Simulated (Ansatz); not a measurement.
**HSE06/STO-3G run of SiH3O− (SMILES [O-][SiH3])**

Aim: the vertical ionisation energy of SiH3O− at HSE06/STO-3G, from 2 runs. 

The calculation is run with Ansatz 0.2.0.

5 further runs of the same task are left out: 5 that didn't finish.

### Step 1. Starting point

SiH3O−: 5 atoms, total charge -1, spin state singlet. SMILES: `[O-][SiH3]`. The coordinates come from a GFN2-xTB relaxation.

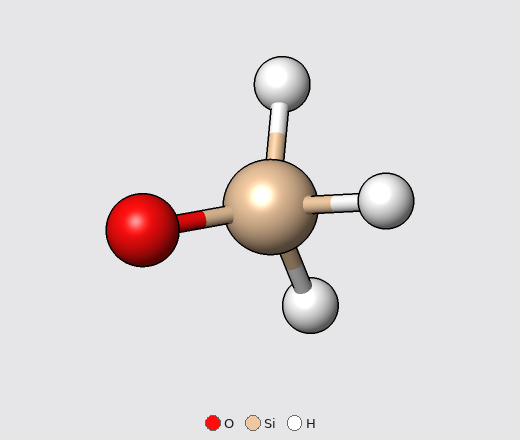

The structure, seen from a chosen angle (oxygen red, silicon light orange, hydrogen white).

### Step 2. The energy at HSE06/STO-3G

Input file input.yaml:

```yaml
basis:
  gaussian:
    orbitals: STO-3G
crystal:
  periodic: [false, false, false]
  atoms:
    - {symbol: O, position_ang: [-1.444170, 0.271390, 0.700100]}
    - {symbol: Si, position_ang: [-0.082700, 0.015600, 0.039800]}
    - {symbol: H, position_ang: [-0.104440, -0.247420, -1.452600]}
    - {symbol: H, position_ang: [0.697830, -1.174610, 0.561420]}
    - {symbol: H, position_ang: [0.933480, 1.135040, 0.151280]}
total_charge: -1
hamiltonian:
  xc: hse06
accuracy: high
```

The run is started by

```sh
$ ansatz run input.yaml --threads 1 --pin off --max-ram 2610MiB --events-out events.jsonl --progress --plain --runs-dir runs
```

Standard output:

```text
Warning: RAYON_NUM_THREADS=1 ignored (pool sized by the plan → 1); use --threads N
Functional definition: HSE06
  name "HSE06"
  parameter a = 0.25
  parameter omega = 0.11/bohr
  exchange = pbe_x - a*pbe_x_sr(omega) + a*exact_x_sr(omega)
  correlation = pbe_c
290 factors; integrals over basis functions are off by at most 2.9e-8 eV
52 factors; integrals over basis functions are off by at most 1.7e-9 eV
mean field evaluation 1: about -9840.4172 eV, gradient 2.2e1 eV
mean field evaluation 2: about -9838.6826 eV, gradient 3.5e1 eV
mean field evaluation 4: about -9842.1121 eV, gradient 1.2e0 eV
mean field evaluation 8: about -9842.1028 eV, gradient 3.5e-3 eV
mean field evaluation 16: about -9842.1028 eV, gradient 3.8e-9 eV
mean field -9842.10278000 eV, -361.6906059480 hartree, gradient 3.8e-9 eV, S^2 0.000000; 0 other end points of the search recorded, 0 dependent functions left out
reference -9842.10278152 eV, -361.6906060041 hartree; 13, 13 occupied and 4, 4 virtual orbitals, 290 factors
Total energy: -9842.10278152 eV, -361.6906060041 hartree
```

Wall time 1.1 s (1 thread of Arm Neoverse V1, shared host); peak memory 0.092 GiB.

### Step 3. Doublet neutral SiH3O

Input file job.yaml:

```yaml
crystal:
  periodic: [false, false, false]
  atoms:
    - {symbol: O, position_ang: [-1.444170, 0.271390, 0.700100]}
    - {symbol: Si, position_ang: [-0.082700, 0.015600, 0.039800]}
    - {symbol: H, position_ang: [-0.104440, -0.247420, -1.452600]}
    - {symbol: H, position_ang: [0.697830, -1.174610, 0.561420]}
    - {symbol: H, position_ang: [0.933480, 1.135040, 0.151280]}
basis:
  gaussian: {orbitals: STO-3G}
hamiltonian: {xc: {name: HSE06}}
magnetization: {spin_polarized: true, initial_magnetization: 1}
accuracy: high
```

The run is started by

```sh
$ ansatz run job.yaml --threads 1 --pin off --max-ram 2610MiB --events-out events.jsonl --progress --plain --runs-dir runs
```

Standard output (excerpt; [...] marks lines left out):

```text
Warning: RAYON_NUM_THREADS=1 ignored (pool sized by the plan → 1); use --threads N
[... 6 set-up lines as earlier in the session ...]
290 factors; integrals over basis functions are off by at most 2.9e-8 eV
52 factors; integrals over basis functions are off by at most 1.7e-9 eV
mean field evaluation 1: about -9843.2219 eV, gradient 1.5e1 eV
mean field evaluation 2: about -9842.7642 eV, gradient 2.0e1 eV
mean field evaluation 4: about -9845.2891 eV, gradient 1.1e0 eV
mean field evaluation 8: about -9845.2699 eV, gradient 9.0e-3 eV
mean field evaluation 16: about -9845.2699 eV, gradient 2.1e-4 eV
mean field evaluation 32: about -9845.2506 eV, gradient 1.1e0 eV
mean field -9845.26990863 eV, -361.8069957784 hartree, gradient 6.8e-9 eV, S^2 0.753302; 2 other end points of the search recorded, 0 dependent functions left out
reference -9845.26991016 eV, -361.8069958349 hartree; 13, 12 occupied and 4, 5 virtual orbitals, 290 factors
Total energy: -9845.26991016 eV, -361.8069958349 hartree
```

It took 12 s on 1 thread of Arm Neoverse V1, shared host; peak memory 0.12 GiB.

### Step 4. Outcome

At HSE06/STO-3G:

| quantity | value |
| --- | --- |
| singlet SiH3O−: total energy | -361.69061 Eh |
| doublet neutral SiH3O: total energy | -361.80700 Eh |
| doublet neutral SiH3O: ⟨S²⟩ | 0.753 |
| vertical detachment energy (to the doublet neutral) | -3.167 eV |

**Reading.** The species is unbound against losing an electron at this level, by 3.17 eV (−73 kcal/mol); missing correlation or diffuse functions can give that sign where the real anion is bound. In a minimal basis such a difference can be off by several eV, whatever the method.
